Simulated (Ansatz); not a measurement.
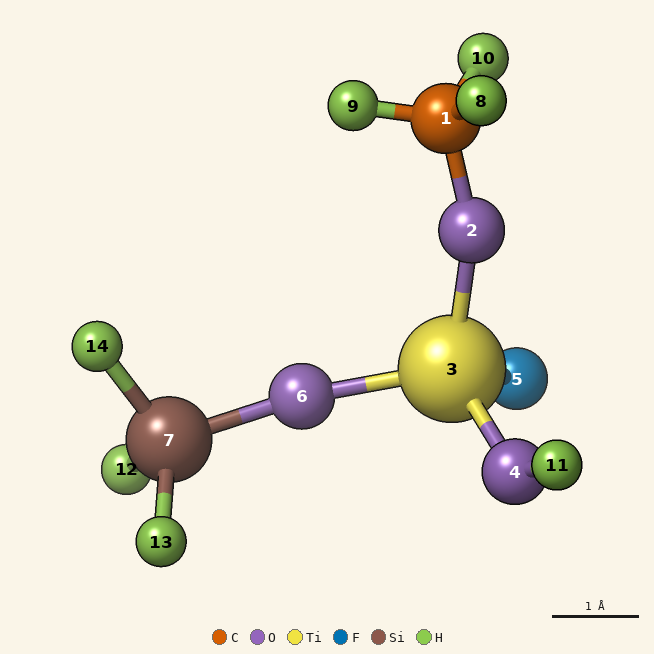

The picture comes from a calculation with Ansatz.

State: charge +1, doublet. Geometry: the geometry of the neutral molecule. Other spin states may lie lower.

Give these bond angles: C1–O2–Ti3, O2–C1–H8, O2–C1–H9, O2–C1–H10, O2–Ti3–O4, O2–Ti3–F5, O2–Ti3–O6, O4–Ti3–F5, F5–Ti3–O6, O6–Si7–H12, O6–Si7–H13, O6–Si7–H14.

| angle | degrees |
| --- | --- |
| C1–O2–Ti3 | 159.2 |
| O2–C1–H8 | 109.8 |
| O2–C1–H9 | 110.6 |
| O2–C1–H10 | 109.9 |
| O2–Ti3–O4 | 109.9 |
| O2–Ti3–F5 | 109.4 |
| O2–Ti3–O6 | 109.0 |
| O4–Ti3–F5 | 109.8 |
| F5–Ti3–O6 | 109.2 |
| O6–Si7–H12 | 109.6 |
| O6–Si7–H13 | 110.0 |
| O6–Si7–H14 | 109.4 |
